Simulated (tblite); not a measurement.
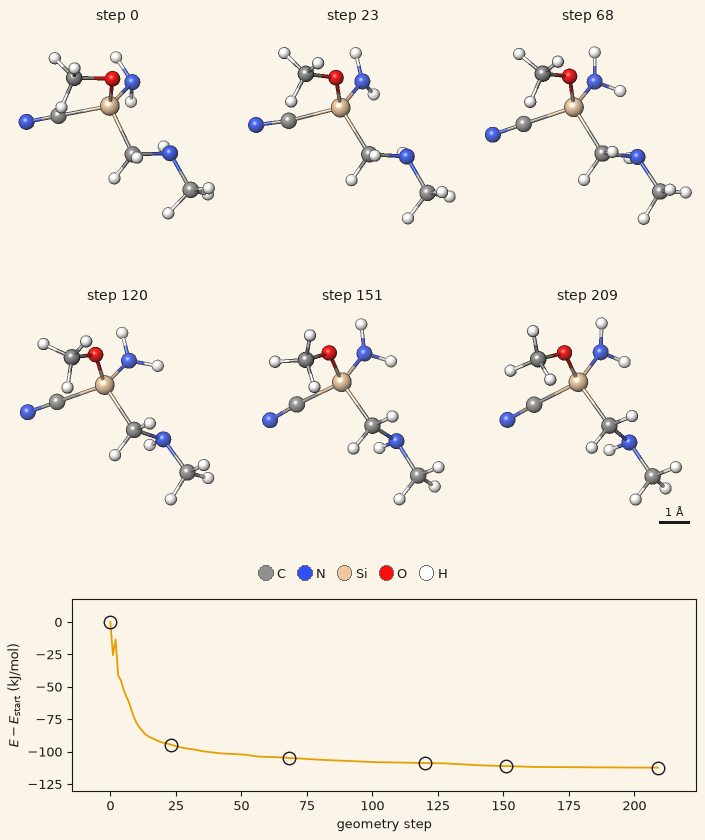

Frames of a relaxation of C$_{4}$H$_{11}$N$_{3}$OSi, marked on the history of the run. Style: ball-and-stick. Shown from a free direction.

Level of theory: GFN2-xTB geometry optimisation, gas phase (tblite 0.8.0). 

### What happens along the run?

An H atom moves most after the best rigid fit: 1.27 Å. Largest moves by element: H 1.27 Å, N 1.02 Å, O 0.76 Å, C 0.65 Å, Si 0.21 Å. Some distances before and after: N–Si 1.791 → 1.709 Å, O–Si 1.703 → 1.626 Å, H–N 1.057 → 1.004 Å, C–Si 1.839 → 1.886 Å. Among the angles between lasting bonds that change: Si–O–C 105.3° → 130.0°, Si–N–H 107.1° → 118.9°, Si–N–H 109.5° → 120.1°. Groups turn about C–Si by about 60°, O–Si by about 40°, C–O by about 25°. The energy falls by 112.3 kJ/mol in 209 geometry steps. From step 0 to 23: O and H atoms move most (0.52 Å), energy −94.4 kJ/mol. From step 23 to 68: an H atom moves most (0.51 Å), energy −10.3 kJ/mol. From step 68 to 120: N and H atoms move most (0.43 Å), energy −3.91 kJ/mol. From step 120 to 151: an H atom moves most (0.62 Å), energy −2.36 kJ/mol. From step 151 to 209: an H atom moves most (0.49 Å), energy −1.24 kJ/mol.

```
step  E − E(0), kJ/mol
   0              0.00
   1            -25.57
   2            -13.44
   3            -41.32
   4            -44.77
   5            -51.77
   6            -56.94
   7            -61.35
   8            -67.34
   9            -73.39
  10            -77.87
  20            -92.91
  31            -97.97
  41           -101.02
  52           -102.42
  62           -104.08
  73           -105.25
  83           -106.44
  94           -107.40
 104           -108.11
 115           -108.52
 125           -108.78
 136           -109.92
 146           -110.78
 157           -111.41
 167           -111.79
 178           -111.95
 188           -112.01
 199           -112.20
 209           -112.26
```
